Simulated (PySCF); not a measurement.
## Run report: HBr (charge +1), single-point calculation

HBr, charge +1, multiplicity 2, computed with UHF/cc-pvtz-dk, ccsd(t) (PySCF 2.14.0).

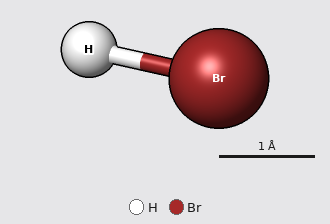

**Figure 1.** The input geometry (ball-and-stick view, seen at an oblique angle). Bond lengths as drawn: Br–H 1.53 Å.

### Results in brief

| quantity | value |
| --- | --- |
| outcome | converged |
| SCF energy | −2604.640486 hartree |
| (T) correction | −0.006781 hartree |
| ⟨S²⟩ | 0.760 |
| hardware | 1 CPU thread, shared host |
| wall time | 7.9 s |

### The input
```python
from pyscf import gto, scf, cc

mol = gto.M(
    atom='H 0 0 0; Br 0 0 1.535',
    basis='cc-pvtz-dk',
    charge=1,
    spin=1,
    verbose=4,
)
mf = scf.UHF(mol)
mf = mf.sfx2c1e()
mf.kernel()
mycc = cc.CCSD(mf, frozen=9)
mycc.kernel()
mycc.ccsd_t()
mf.dip_moment()
print('orbital energies (hartree):', [e[max(0, n-3):n+3].round(4) for e, n in zip(mf.mo_energy, mol.nelec)])
```

Command:
```bash
OMP_NUM_THREADS=1 python input.py
```

### The program's output
```
PySCF version 2.14.0

[INPUT] verbose = 4
[INPUT] num. atoms = 2
[INPUT] num. electrons = 35
[INPUT] charge = 1
[INPUT] spin (= nelec alpha-beta = 2S) = 1
[INPUT] symmetry False subgroup None
[INPUT] Mole.unit = angstrom
[INPUT] Symbol           X                Y                Z      unit          X                Y                Z       unit  Magmom
[INPUT]  1 H      0.000000000000   0.000000000000   0.000000000000 AA    0.000000000000   0.000000000000   0.000000000000 Bohr   0.0
[INPUT]  2 Br     0.000000000000   0.000000000000   1.535000000000 AA    0.000000000000   0.000000000000   2.900729601207 Bohr   0.0

nuclear repulsion = 12.065929890684
number of shells = 16
number of NR pGTOs = 127
number of NR cGTOs = 57
basis = cc-pvtz-dk
ecp = {}

******** <class 'pyscf.x2c.sfx2c1e.sfX2C1eUHF'> ********
method = sfX2C1eUHF
initial guess = minao
damping factor = 0
level_shift factor = 0
DIIS = <class 'pyscf.scf.diis.CDIIS'>
diis_start_cycle = 1
diis_space = 8
diis_damp = 0
SCF conv_tol = 1e-09
SCF conv_tol_grad = None
SCF max_cycles = 50
direct_scf = True
direct_scf_tol = 1e-13
number electrons alpha = 18  beta = 17

******** <class 'pyscf.x2c.sfx2c1e.SpinFreeX2CHelper'> ********
approx = 1e
xuncontract = 1
Set gradient conv threshold to 3.16228e-05
init E= -2604.86452888098
  alpha nocc = 18  HOMO = -0.400152029315681  LUMO = 0.0249673296672599

WARN: beta  nocc = 17  HOMO -0.400152029381022 >= LUMO -0.400152029315681

WARN: HOMO -0.400152029315681 >= LUMO -0.400152029315681

cycle= 1 E= -2604.59454890253  delta_E= 0.27  |g|= 0.239  |ddm|= 0.646
  alpha nocc = 18  HOMO = -0.828373571334859  LUMO = -0.224316419676061
  beta  nocc = 17  HOMO = -0.801239800516369  LUMO = -0.415902973977966
  HOMO = -0.801239800516  LUMO = -0.415902973978  gap/eV = 10.48555
cycle= 2 E= -2604.63737702643  delta_E= -0.0428  |g|= 0.0903  |ddm|= 0.291
  alpha nocc = 18  HOMO = -0.785877543054156  LUMO = -0.184712227985026
  beta  nocc = 17  HOMO = -0.76101842599111  LUMO = -0.361616952757631
  HOMO = -0.761018425991  LUMO = -0.361616952758  gap/eV = 10.86827
cycle= 3 E= -2604.63997789515  delta_E= -0.0026  |g|= 0.0233  |ddm|= 0.0689
  alpha nocc = 18  HOMO = -0.77948684364362  LUMO = -0.175922501852089
  beta  nocc = 17  HOMO = -0.75615369768164  LUMO = -0.349803022578159
  HOMO = -0.756153697682  LUMO = -0.349803022578  gap/eV = 11.05737
cycle= 4 E= -2604.64041049708  delta_E= -0.000433  |g|= 0.0069  |ddm|= 0.0268
  alpha nocc = 18  HOMO = -0.779962300250645  LUMO = -0.176247198536537
  beta  nocc = 17  HOMO = -0.757148507071218  LUMO = -0.349075482332838
  HOMO = -0.757148507071  LUMO = -0.349075482333  gap/eV = 11.10423
cycle= 5 E= -2604.64046971561  delta_E= -5.92e-05  |g|= 0.00236  |ddm|= 0.00909
  alpha nocc = 18  HOMO = -0.780488438422307  LUMO = -0.176521202549864
  beta  nocc = 17  HOMO = -0.757661251608067  LUMO = -0.349370734428803
  HOMO = -0.757661251608  LUMO = -0.349370734429  gap/eV = 11.11015
cycle= 6 E= -2604.64047936571  delta_E= -9.65e-06  |g|= 0.00124  |ddm|= 0.00342
  alpha nocc = 18  HOMO = -0.780446733995315  LUMO = -0.176703559839698
  beta  nocc = 17  HOMO = -0.757499486497056  LUMO = -0.349240269235534
  HOMO = -0.757499486497  LUMO = -0.349240269236  gap/eV = 11.10930
cycle= 7 E= -2604.64048339157  delta_E= -4.03e-06  |g|= 0.000762  |ddm|= 0.00229
  alpha nocc = 18  HOMO = -0.780546556904792  LUMO = -0.176826252663385
  beta  nocc = 17  HOMO = -0.757481094238292  LUMO = -0.349265274238755
  HOMO = -0.757481094238  LUMO = -0.349265274239  gap/eV = 11.10812
cycle= 8 E= -2604.64048598967  delta_E= -2.6e-06  |g|= 0.000275  |ddm|= 0.00284
  alpha nocc = 18  HOMO = -0.780523525503153  LUMO = -0.176901654980012
  beta  nocc = 17  HOMO = -0.757455668551991  LUMO = -0.349231480828765
  HOMO = -0.757455668552  LUMO = -0.349231480829  gap/eV = 11.10835
cycle= 9 E= -2604.64048632266  delta_E= -3.33e-07  |g|= 6.31e-05  |ddm|= 0.00122
  alpha nocc = 18  HOMO = -0.780528233760226  LUMO = -0.176915728829955
  beta  nocc = 17  HOMO = -0.757471557792528  LUMO = -0.349238715787482
  HOMO = -0.757471557793  LUMO = -0.349238715787  gap/eV = 11.10858
cycle= 10 E= -2604.64048633303  delta_E= -1.04e-08  |g|= 1.43e-05  |ddm|= 0.000189
  alpha nocc = 18  HOMO = -0.780524655505178  LUMO = -0.176914308709045
  beta  nocc = 17  HOMO = -0.75746858596782  LUMO = -0.349235786317535
  HOMO = -0.757468585968  LUMO = -0.349235786318  gap/eV = 11.10858
cycle= 11 E= -2604.64048633339  delta_E= -3.58e-10  |g|= 3.28e-06  |ddm|= 2.52e-05
  alpha nocc = 18  HOMO = -0.78052551763065  LUMO = -0.176914830930444
  beta  nocc = 17  HOMO = -0.75746888933882  LUMO = -0.349236419464284
  HOMO = -0.757468889339  LUMO = -0.349236419464  gap/eV = 11.10857
Extra cycle  E= -2604.6404863334  delta_E= -1.23e-11  |g|= 1.55e-06  |ddm|= 3.1e-06
converged SCF energy = -2604.6404863334  <S^2> = 0.76038608  2S+1 = 2.0103593

******** <class 'pyscf.cc.uccsd.UCCSD'> ********
CC2 = 0
CCSD nocc = (np.int64(9), np.int64(8)), nmo = (48, 48)
frozen orbitals 9
max_cycle = 50
direct = 0
conv_tol = 1e-07
conv_tol_normt = 1e-06
diis_space = 6
diis_start_cycle = 0
diis_start_energy_diff = 1e+09
Init t2, MP2 energy = -0.202443195975497
Init E_corr(UCCSD) = -0.202443195977512
cycle = 1  E_corr(UCCSD) = -0.213399951459746  dE = -0.0109567555  norm(t1,t2) = 0.0457586
cycle = 2  E_corr(UCCSD) = -0.218590626264477  dE = -0.0051906748  norm(t1,t2) = 0.0150931
cycle = 3  E_corr(UCCSD) = -0.220038193662937  dE = -0.0014475674  norm(t1,t2) = 0.00648766
cycle = 4  E_corr(UCCSD) = -0.220305841380375  dE = -0.000267647717  norm(t1,t2) = 0.00163905
cycle = 5  E_corr(UCCSD) = -0.220229030532307  dE = 7.68108481e-05  norm(t1,t2) = 0.000772893
cycle = 6  E_corr(UCCSD) = -0.220233263026102  dE = -4.23249379e-06  norm(t1,t2) = 0.000306973
cycle = 7  E_corr(UCCSD) = -0.220243581341035  dE = -1.03183149e-05  norm(t1,t2) = 9.66928e-05
cycle = 8  E_corr(UCCSD) = -0.220242074391234  dE = 1.5069498e-06  norm(t1,t2) = 2.86844e-05
cycle = 9  E_corr(UCCSD) = -0.220241993956191  dE = 8.04350437e-08  norm(t1,t2) = 8.95079e-06
cycle = 10  E_corr(UCCSD) = -0.220241777121892  dE = 2.16834299e-07  norm(t1,t2) = 1.90298e-06
cycle = 11  E_corr(UCCSD) = -0.220241777970812  dE = -8.48920656e-10  norm(t1,t2) = 6.44352e-07
```

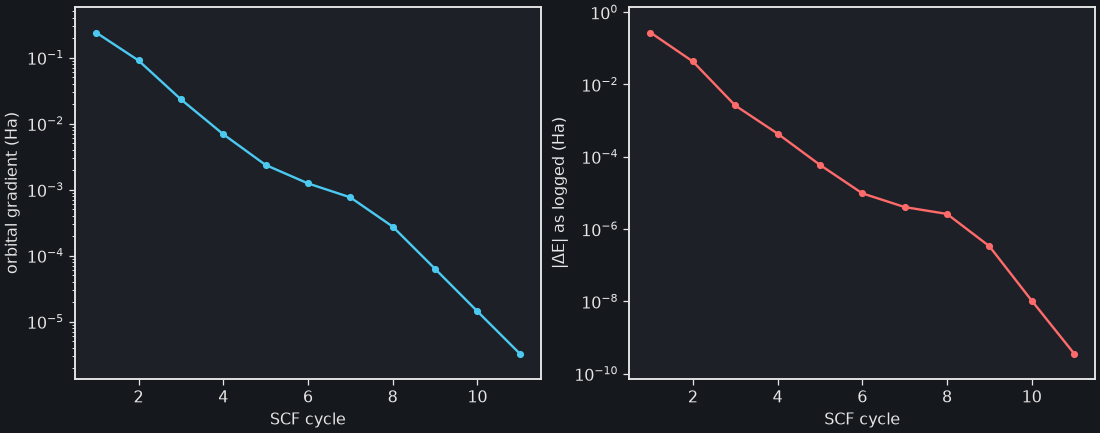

**Figure 2.** Convergence of the self-consistent field: orbital gradient and size of the energy change against the SCF cycle. The residual falls at every step.

```
UCCSD converged
E(UCCSD) = -2604.860728111374  E_corr = -0.2202417779708123
UCCSD(T) correction = -0.00678084790503802
Dipole moment(X, Y, Z, Debye):  0.00000, -0.00000,  5.45838
orbital energies (hartree): [array([-0.8954, -0.8515, -0.7805, -0.1862,  0.0438,  0.0984]), array([-1.3329, -0.8801, -0.7575, -0.3492, -0.1769,  0.0534])]
```
